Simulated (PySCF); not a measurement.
Run report: CH7O2PSi, geometry relaxation (part 2 of 2)

The same run, continued: CH7O2PSi, SMILES CO[Si@@H](O)P; PBE0-D3(BJ)/def2-SVP geometry optimisation, gas phase (PySCF 2.14.0). 

Geometry of the input (Å):
```
C  -1.9144  -0.8333  0.3186
O  -0.5463  -0.7973  0.4249
Si 0.4423  0.3306  -0.1545
O  -0.0824  1.7997  0.2771
P  2.3536  -0.1381  0.9249
H  -2.2327  -1.1305  -0.6874
H  -2.3138  -1.5088  1.0551
H  -2.3306  0.1910  0.4900
H  0.5102  0.3155  -1.5940
H  0.4363  2.5680  0.3350
H  3.1512  0.5270  0.0319
H  2.5663  -1.3520  0.3340
```

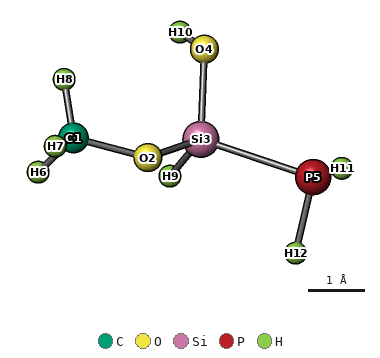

Figure 1. The geometry at step 23 of the log (ball-and-stick view, seen at a tilt; atoms are numbered from 1 in the order of the input).

### Trajectory as extended XYZ, continued
```
12
Properties=species:S:1:pos:R:3:forces:R:3 step=16 energy=-22391.80600
C    -1.6687   -0.7233   -0.0425    0.0082   0.0197  -0.0177
O    -0.3499   -0.5252    0.3868    0.0183  -0.0735   0.0625
Si    0.7367    0.5453   -0.2307   -0.0251   0.0531  -0.0362
O     0.1443    2.0762    0.0348    0.0647   0.0015   0.0167
P     2.6276    0.1793    0.9357    0.0017  -0.0017  -0.0127
H    -1.7498   -0.7468   -1.1449   -0.0064  -0.0047  -0.0085
H    -2.0278   -1.6888    0.3459    0.0074   0.0117  -0.0016
H    -2.3344    0.0711    0.3348   -0.0079   0.0070  -0.0102
H     0.8941    0.3208   -1.7047   -0.0087   0.0073   0.0013
H     0.6381    2.8220   -0.3179   -0.0324  -0.0188  -0.0101
H     3.3679    1.1211    0.1493   -0.0169  -0.0133   0.0008
H     3.0068   -0.9224    0.1053   -0.0029   0.0115   0.0155
12
Properties=species:S:1:pos:R:3:forces:R:3 step=17 energy=-22391.81148
C    -1.6323   -0.7681   -0.0568    0.0745  -0.0039   0.0236
O    -0.3004   -0.5966    0.3533   -0.0385   0.0051   0.0110
Si    0.7422    0.5409   -0.2282   -0.0297  -0.0069  -0.0280
O     0.0880    2.0380    0.0730   -0.0168   0.0086   0.0460
P     2.6262    0.2354    0.9599    0.0084  -0.0067   0.0331
H    -1.7276   -0.8058   -1.1574   -0.0006  -0.0018  -0.0149
H    -2.0051   -1.7205    0.3496    0.0002   0.0066  -0.0017
H    -2.2760    0.0452    0.3178   -0.0005   0.0123  -0.0063
H     0.9161    0.3672   -1.7074    0.0067   0.0201  -0.0017
H     0.4375    2.8037   -0.3895    0.0034  -0.0208  -0.0344
H     3.3378    1.2253    0.2093   -0.0070  -0.0062  -0.0154
H     3.0786   -0.8354    0.1283    0.0000  -0.0066  -0.0113
12
Properties=species:S:1:pos:R:3:forces:R:3 step=18 energy=-22391.81603
C    -1.5493   -0.8542   -0.0897    0.1511  -0.0324   0.0500
O    -0.2050   -0.6934    0.2928   -0.1091  -0.0134  -0.0485
Si    0.7586    0.5463   -0.2219   -0.0565  -0.0475  -0.0238
O    -0.0232    1.9763    0.1005    0.0152   0.0410   0.0657
P     2.6079    0.3464    1.0340    0.0237   0.0382   0.0630
H    -1.6645   -0.8995   -1.1881   -0.0085  -0.0025  -0.0197
H    -1.9199   -1.8010    0.3305   -0.0137   0.0065  -0.0041
H    -2.1773   -0.0320    0.2914   -0.0053   0.0190  -0.0068
H     0.9956    0.4529   -1.7005   -0.0090   0.0298   0.0081
H     0.0089    2.6835   -0.5477    0.0190  -0.0247  -0.0365
H     3.2540    1.4376    0.3720    0.0090  -0.0044  -0.0222
H     3.1992   -0.6336    0.1788   -0.0159  -0.0098  -0.0252
12
Properties=species:S:1:pos:R:3:forces:R:3 step=19 energy=-22391.81867
C    -1.5098   -0.8731   -0.0862    0.1026  -0.0626   0.0282
O    -0.1507   -0.7477    0.2569   -0.0982   0.1106  -0.0824
Si    0.7593    0.5507   -0.2231   -0.0025  -0.0906   0.0065
O    -0.0706    1.9436    0.1403    0.0347   0.0299   0.0960
P     2.6197    0.3901    1.0223    0.0003   0.0385   0.0381
H    -1.6478   -1.0078   -1.1751   -0.0078  -0.0054  -0.0043
H    -1.9166   -1.7604    0.4203   -0.0240  -0.0042   0.0033
H    -2.0895    0.0103    0.2305   -0.0109  -0.0015  -0.0029
H     0.9911    0.5209   -1.7044   -0.0053   0.0114  -0.0003
H    -0.1522    2.6199   -0.5356    0.0059  -0.0118  -0.0456
H     3.2471    1.4777    0.3373    0.0133   0.0000  -0.0185
H     3.2050   -0.5950    0.1689   -0.0081  -0.0142  -0.0180
12
Properties=species:S:1:pos:R:3:forces:R:3 step=20 energy=-22391.82138
C    -1.5304   -0.8562   -0.0846   -0.0080  -0.0185  -0.0236
O    -0.1929   -0.7091    0.3182    0.0137   0.1464  -0.0588
Si    0.7442    0.5574   -0.1953    0.0576  -0.0895   0.0524
O    -0.0126    1.9891    0.1748   -0.0313   0.0084   0.0862
P     2.6406    0.3612    0.9928   -0.0302  -0.0200  -0.0091
H    -1.6153   -1.0367   -1.1731    0.0051  -0.0033   0.0156
H    -1.9640   -1.7220    0.4366   -0.0064  -0.0065   0.0160
H    -2.1282    0.0379    0.1633   -0.0108  -0.0152   0.0046
H     0.9245    0.5007   -1.6819    0.0101   0.0041  -0.0245
H    -0.0105    2.6823   -0.4888   -0.0180   0.0084  -0.0464
H     3.2852    1.3968    0.2457   -0.0002   0.0090  -0.0140
H     3.1444   -0.6721    0.1442    0.0185  -0.0232   0.0017
12
Properties=species:S:1:pos:R:3:forces:R:3 step=21 energy=-22391.82708
C    -1.4930   -0.9004   -0.1110   -0.0330  -0.0242  -0.0480
O    -0.1695   -0.7099    0.3131    0.0197   0.0653  -0.0489
Si    0.7477    0.5780   -0.1807    0.0530  -0.0586   0.0354
O    -0.0253    2.0004    0.1918   -0.0090   0.0403   0.0584
P     2.6313    0.4143    1.0288   -0.0259  -0.0015  -0.0068
H    -1.5520   -1.1200   -1.1943    0.0126  -0.0003   0.0208
H    -1.9201   -1.7575    0.4297   -0.0046  -0.0028   0.0196
H    -2.1184   -0.0135    0.0926   -0.0014  -0.0074   0.0179
H     0.9398    0.5411   -1.6671    0.0009  -0.0098  -0.0134
H    -0.1861    2.6144   -0.5282   -0.0209   0.0145  -0.0297
H     3.2544    1.4767    0.3018    0.0049   0.0076  -0.0082
H     3.1761   -0.5944    0.1756    0.0036  -0.0232   0.0028
12
Properties=species:S:1:pos:R:3:forces:R:3 step=22 energy=-22391.83147
C    -1.4445   -0.9506   -0.1366   -0.0449  -0.0421  -0.0384
O    -0.1316   -0.7083    0.2874    0.0093   0.0059  -0.0219
Si    0.7514    0.6132   -0.1762    0.0339   0.0027  -0.0098
O    -0.0385    2.0240    0.2124    0.0087   0.0168   0.0330
P     2.6203    0.4824    1.0528   -0.0045   0.0273  -0.0047
H    -1.4843   -1.2584   -1.1988    0.0097   0.0099   0.0170
H    -1.8683   -1.7672    0.4666   -0.0083   0.0007   0.0060
H    -2.0886   -0.0617   -0.0112    0.0016  -0.0041   0.0153
H     0.9496    0.6056   -1.6632   -0.0019  -0.0233   0.0054
H    -0.4018    2.5285   -0.5196   -0.0110   0.0177  -0.0049
H     3.2319    1.5494    0.3227    0.0224  -0.0045   0.0018
H     3.1894   -0.5275    0.2160   -0.0150  -0.0071   0.0011
12
Properties=species:S:1:pos:R:3:forces:R:3 step=23 energy=-22391.83252
C    -1.4517   -0.9489   -0.1363   -0.0359  -0.0214  -0.0050
O    -0.1432   -0.6884    0.2894    0.0029  -0.0209   0.0129
Si    0.7490    0.6257   -0.1737    0.0007   0.0217  -0.0164
O    -0.0203    2.0454    0.2291    0.0176   0.0002  -0.0224
P     2.6250    0.4694    1.0404    0.0051   0.0180  -0.0102
H    -1.4830   -1.2730   -1.1933    0.0026   0.0091   0.0015
H    -1.8711   -1.7596    0.4786    0.0022  -0.0011  -0.0050
H    -2.1059   -0.0656   -0.0251    0.0100   0.0020   0.0039
H     0.9346    0.6129   -1.6627   -0.0004   0.0060   0.0093
H    -0.3684    2.5670   -0.4991   -0.0034  -0.0032   0.0199
H     3.2576    1.5111    0.2910    0.0134  -0.0112   0.0062
H     3.1621   -0.5666    0.2138   -0.0148   0.0009   0.0053
12
Properties=species:S:1:pos:R:3:forces:R:3 step=24 energy=-22391.83314
C    -1.4521   -0.9491   -0.1368   -0.0083   0.0031   0.0043
O    -0.1464   -0.6777    0.2918    0.0053  -0.0161   0.0201
Si    0.7475    0.6352   -0.1731   -0.0122   0.0166  -0.0109
O    -0.0076    2.0601    0.2384    0.0151  -0.0074  -0.0232
P     2.6276    0.4679    1.0326    0.0041   0.0082  -0.0009
H    -1.4759   -1.2835   -1.1903   -0.0048   0.0049  -0.0056
H    -1.8711   -1.7548    0.4849    0.0063  -0.0026  -0.0067
H    -2.1100   -0.0672   -0.0372    0.0006   0.0011   0.0006
H     0.9224    0.6214   -1.6630    0.0019   0.0118   0.0043
H    -0.3699    2.5811   -0.4832   -0.0044  -0.0063   0.0149
H     3.2797    1.4863    0.2682    0.0033  -0.0102   0.0008
H     3.1406   -0.5904    0.2198   -0.0069  -0.0031   0.0025
12
Properties=species:S:1:pos:R:3:forces:R:3 step=25 energy=-22391.83384
C    -1.4522   -0.9465   -0.1384    0.0303   0.0262   0.0180
O    -0.1516   -0.6601    0.2974   -0.0058  -0.0060   0.0159
Si    0.7468    0.6488   -0.1733   -0.0203   0.0040  -0.0039
O     0.0129    2.0833    0.2417    0.0108  -0.0101  -0.0097
P     2.6276    0.4656    1.0281    0.0011  -0.0018   0.0130
H    -1.4670   -1.2725   -1.1944   -0.0099   0.0005  -0.0133
H    -1.8619   -1.7626    0.4759    0.0060  -0.0041  -0.0082
H    -2.1222   -0.0744   -0.0341   -0.0057   0.0007  -0.0011
H     0.9108    0.6284   -1.6639    0.0039   0.0137  -0.0033
H    -0.3766    2.5969   -0.4707   -0.0057  -0.0097   0.0029
H     3.3108    1.4476    0.2444   -0.0066  -0.0058  -0.0088
H     3.1077   -0.6252    0.2394    0.0018  -0.0076  -0.0015
12
Properties=species:S:1:pos:R:3:forces:R:3 step=26 energy=-22391.83457
C    -1.4515   -0.9393   -0.1418    0.0549   0.0411   0.0235
O    -0.1600   -0.6362    0.3099   -0.0173   0.0042   0.0051
Si    0.7474    0.6636   -0.1722   -0.0167  -0.0149   0.0025
O     0.0410    2.1129    0.2359    0.0050  -0.0071   0.0089
P     2.6251    0.4629    1.0304   -0.0016  -0.0063   0.0210
H    -1.4551   -1.2291   -1.2085   -0.0113  -0.0021  -0.0156
H    -1.8433   -1.7852    0.4427    0.0042  -0.0044  -0.0073
H    -2.1423   -0.0872   -0.0111   -0.0106  -0.0002  -0.0009
H     0.9018    0.6279   -1.6632    0.0052   0.0105  -0.0088
H    -0.3882    2.6079   -0.4665   -0.0075  -0.0101  -0.0084
H     3.3439    1.3977    0.2217   -0.0124  -0.0004  -0.0164
H     3.0662   -0.6665    0.2747    0.0081  -0.0102  -0.0037
12
Properties=species:S:1:pos:R:3:forces:R:3 step=27 energy=-22391.83538
C    -1.4550   -0.9208   -0.1448    0.0551   0.0387   0.0196
O    -0.1740   -0.6086    0.3291   -0.0209   0.0154  -0.0121
Si    0.7507    0.6736   -0.1698   -0.0066  -0.0366   0.0095
O     0.0764    2.1419    0.2195    0.0010   0.0073   0.0254
P     2.6222    0.4537    1.0385   -0.0031  -0.0052   0.0187
H    -1.4532   -1.1330   -1.2301   -0.0076  -0.0027  -0.0110
H    -1.8173   -1.8194    0.3767   -0.0025  -0.0044  -0.0045
H    -2.1727   -0.1031    0.0464   -0.0093  -0.0010   0.0012
H     0.8983    0.6124   -1.6607    0.0053   0.0044  -0.0102
H    -0.3861    2.6169   -0.4754   -0.0087  -0.0100  -0.0148
H     3.3762    1.3325    0.2002   -0.0139   0.0043  -0.0182
H     3.0196   -0.7168    0.3224    0.0112  -0.0101  -0.0036
12
Properties=species:S:1:pos:R:3:forces:R:3 step=28 energy=-22391.83610
C    -1.4579   -0.9036   -0.1470    0.0252   0.0203   0.0045
O    -0.1819   -0.5968    0.3418   -0.0127   0.0157  -0.0181
Si    0.7555    0.6726   -0.1665    0.0034  -0.0384   0.0094
O     0.0963    2.1518    0.2056   -0.0015   0.0166   0.0267
P     2.6225    0.4497    1.0477   -0.0017  -0.0008   0.0068
H    -1.4586   -1.0495   -1.2438   -0.0020  -0.0009  -0.0020
H    -1.8018   -1.8392    0.3188   -0.0047  -0.0027   0.0001
H    -2.1898   -0.1124    0.0955   -0.0049  -0.0016   0.0023
H     0.9031    0.5938   -1.6568    0.0044  -0.0023  -0.0051
H    -0.3898    2.6064   -0.4870   -0.0068  -0.0048  -0.0110
H     3.3867    1.2984    0.1878   -0.0073   0.0045  -0.0112
H     3.0008   -0.7420    0.3560    0.0086  -0.0056  -0.0023
12
Properties=species:S:1:pos:R:3:forces:R:3 step=29 energy=-22391.83647
C    -1.4632   -0.8909   -0.1452   -0.0047  -0.0005  -0.0058
O    -0.1835   -0.6022    0.3432   -0.0019   0.0055  -0.0109
Si    0.7595    0.6629   -0.1639    0.0046  -0.0224   0.0051
O     0.0980    2.1423    0.2047    0.0011   0.0189   0.0117
P     2.6281    0.4447    1.0487   -0.0011   0.0007  -0.0042
H    -1.4725   -1.0080   -1.2457    0.0011   0.0010   0.0032
H    -1.8086   -1.8374    0.2970   -0.0021   0.0001   0.0020
H    -2.1908   -0.1038    0.1228    0.0011   0.0000   0.0022
H     0.9101    0.5825   -1.6542    0.0027  -0.0023  -0.0002
H    -0.3831    2.5940   -0.4936   -0.0032  -0.0022  -0.0008
H     3.3822    1.2930    0.1789   -0.0004   0.0018  -0.0015
H     3.0088   -0.7480    0.3594    0.0028  -0.0007  -0.0010
```

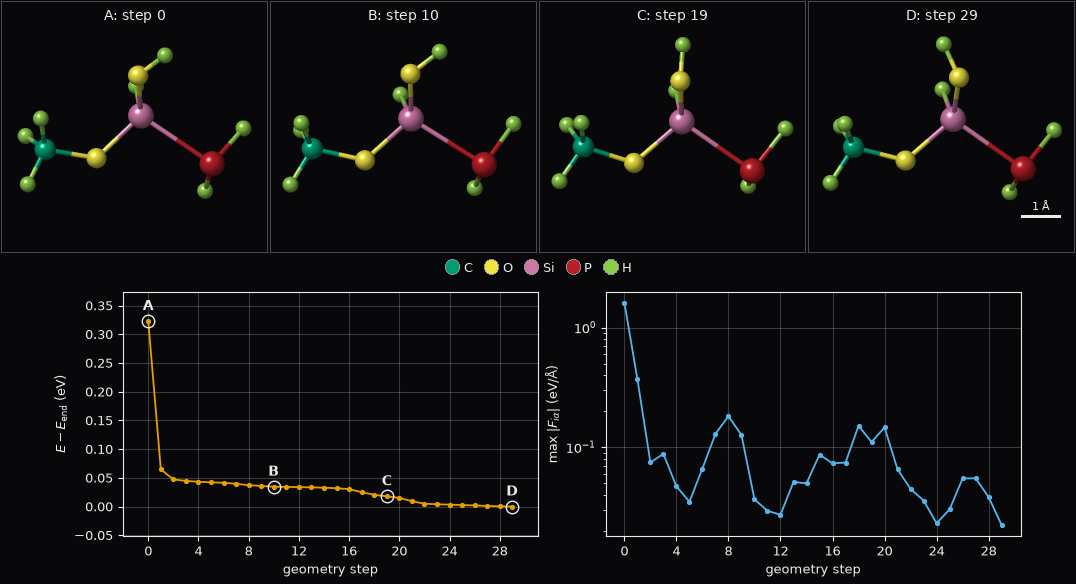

Figure 2. Frames of the relaxation (ball-and-stick view, seen at a tilt) above the curves, on which the letters mark them (steps are counted from 0).

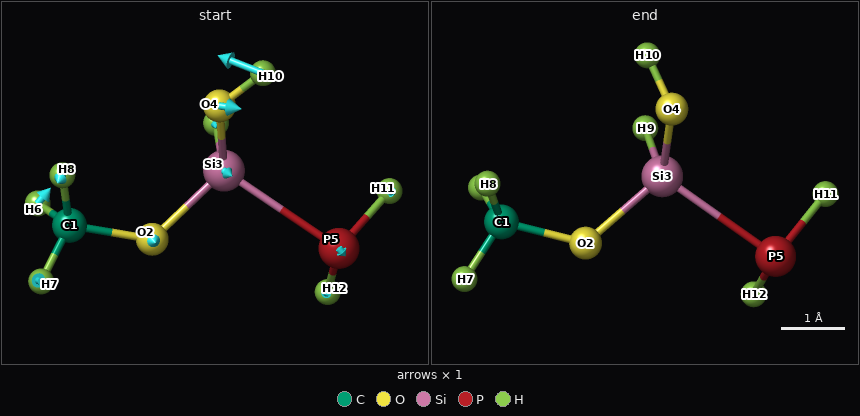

Figure 3. Before (left) and after (right) the relaxation, at one scale (ball-and-stick view, seen at a tilt). The teal arrows give the displacements, at true length. H10 moves most after the best rigid fit: 0.84 Å. Largest moves by element: H 0.84 Å, O 0.39 Å, Si 0.20 Å, P 0.18 Å, C 0.08 Å. Among the contacts that change: P5–H11 1.370 → 1.430 Å, Si3–H9 1.441 → 1.500 Å, O2–Si3 1.608 → 1.657 Å, Si3–O4 1.619 → 1.662 Å. Among the angles that change: Si3–O4–H10 125.9° → 117.2°, Si3–P5–H12 96.3° → 92.4°, O2–Si3–H9 112.4° → 108.7°. Over 29 geometry steps the energy falls by 0.323 eV. Largest force component: 1.6 eV/Å at the start, 0.022 eV/Å at the end. (Atoms are counted from 1 in the order of the input.)

### Key numbers

```tsv
quantity	value
outcome	converged
total energy	−822.884819 hartree
dipole moment	3.01 D
point group	C1
hardware	1 CPU thread, shared host
wall time	2.3 min
peak memory	0.46 GiB
```
